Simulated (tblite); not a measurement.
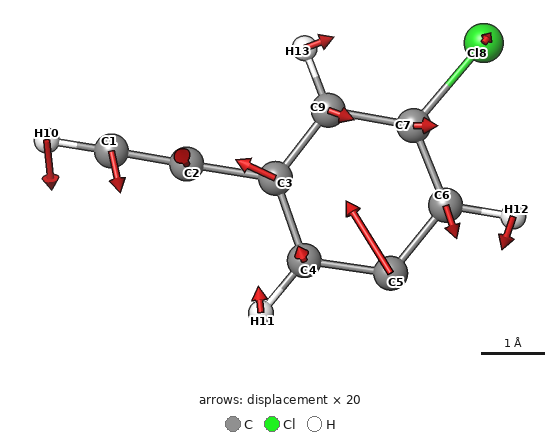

This is a relaxation of C8H4Cl (multiplicity 2). The starting structure is drawn; red arrows show the displacements, 20 times their true length. The two geometries are superimposed by the best rigid fit.

The picture is a ball-and-stick view, seen face on.

The calculation used GFN2-xTB geometry optimisation, gas phase (tblite 0.8.0). 

Describe the change and its energy.

Answer. After 32 geometry steps the energy has fallen by 15.8 kJ/mol. C5 moves most after the best rigid fit: 0.071 Å. By element the largest moves are C 0.071 Å, H 0.046 Å, Cl 0.012 Å. Among the contacts that change: C4–C5 1.396 → 1.358 Å, C2–C3 1.440 → 1.413 Å, C6–C7 1.375 → 1.397 Å, C1–C2 1.222 → 1.201 Å. Among the angles between lasting bonds that change: C4–C5–C6 120.4° → 126.1°, C5–C6–H12 119.3° → 123.0°, C4–C3–C9 123.1° → 119.7°. The run took 0.13 s on 1 thread of AMD EPYC 9R45 96-Core Processor, with other jobs on the host.
